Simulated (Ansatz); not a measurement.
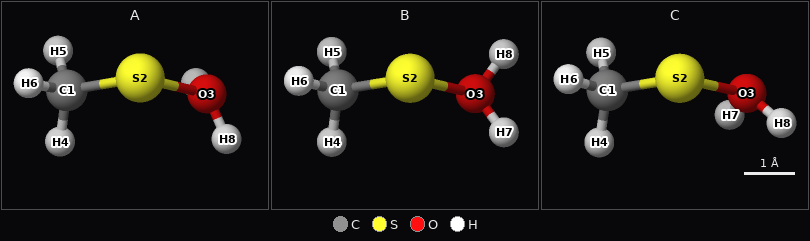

3 geometries from a converged minimum-energy path of CH5OS (charge +1), shuffled. Style: ball-and-stick. Shown at a tilt.

These are results of RKS PBE-D4/def2-SVP in Ansatz, not measurements. Run with 9 movable images; climbing image; force threshold 0.05 eV/Å; iteration limit 60; starting path through a guess of the saddle point.

> Which frame is the transition state?

C. In order along the path, whose images run from 0 to 10: B (image 0, 0.000 eV), C (image 6, +0.212 eV), A (image 8, +0.147 eV). The motion is a rotation about the S2–O3 bond by about 180°. No bond forms or breaks between the ends. Among the angles between lasting bonds that change up to the highest image: S2–O3–H8 112.0° → 109.2°.

The run took roughly 4 core-minutes on a shared host.
